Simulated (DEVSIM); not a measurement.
Structure: abrupt Si p-n junction, at 300 K.

```tsv
layer (left to right)	material	thickness (μm)	Nd (cm⁻³)	Na (cm⁻³)	τn (s)	τp (s)
1	Si	1.40	-	1.6e15	0.00011	0.00011
2	Si	0.260	8.1e15	-	0.00011	0.00011
```

Left contact: ohmic. Right contact: ohmic. Voltage is applied to the left contact. Recombination: SRH at mid-gap, radiative. Mobility is constant in doping.

The device is made up for the run: typed textbook-type constants, with dimensions and the other settings drawn at random. Values at 300 K.

```
parameter           Si
-------------  -------
gap (eV)         1.124
affinity (eV)     4.05
permittivity      11.7
Nc (cm⁻³)      2.86e19
Nv (cm⁻³)       3.1e19
μn (cm²/Vs)       1417
μp (cm²/Vs)        470
B (cm³/s)      4.7e-15
```

Model (solved in DEVSIM): 1D drift-diffusion, Boltzmann statistics, complete ionisation; no tunnelling, impact ionisation, image-force lowering or self-heating.

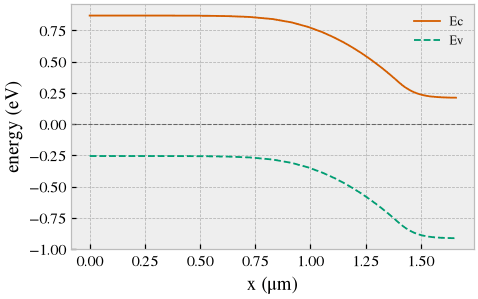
*Band edges at zero bias*

Energies count from the Fermi level of the right contact; mesh points crowd at the junctions.

```csv
x (μm),Ec (eV),Ev (eV),n (cm⁻³),p (cm⁻³),field (V/cm)
0.000,0.869,-0.255,73000,1.6e15,≈ 0
0.01504,0.869,-0.255,73000,1.6e15,≈ 0
0.03917,0.869,-0.255,73000,1.6e15,≈ 0
0.07789,0.869,-0.255,73000,1.6e15,≈ 0
0.1681,0.869,-0.255,73000,1.6e15,≈ 0
0.2848,0.869,-0.255,73000,1.6e15,-16
0.4527,0.868,-0.256,75000,1.5e15,-83
0.8296,0.841,-0.283,220000,5.4e14,-2300
1.054,0.736,-0.388,1.2e7,9.5e12,-7300
1.194,0.611,-0.513,1.6e9,7.3e10,-11000
1.281,0.508,-0.616,8.4e10,1.4e9,-13000
1.348,0.415,-0.709,3.0e12,3.9e7,-15000
1.377,0.372,-0.752,1.6e13,7300000,-15000
1.395,0.344,-0.780,4.7e13,2500000,-16000
1.413,0.317,-0.807,1.4e14,860000,-14000
1.434,0.290,-0.834,3.8e14,300000,-12000
1.462,0.262,-0.862,1.1e15,100000,-8500
1.506,0.234,-0.890,3.4e15,34000,-4400
1.579,0.216,-0.908,6.7e15,17000,-1100
1.615,0.213,-0.911,7.5e15,16000,-590
1.640,0.212,-0.912,7.8e15,15000,-430
1.660,0.211,-0.913,8.1e15,14000,-390
```
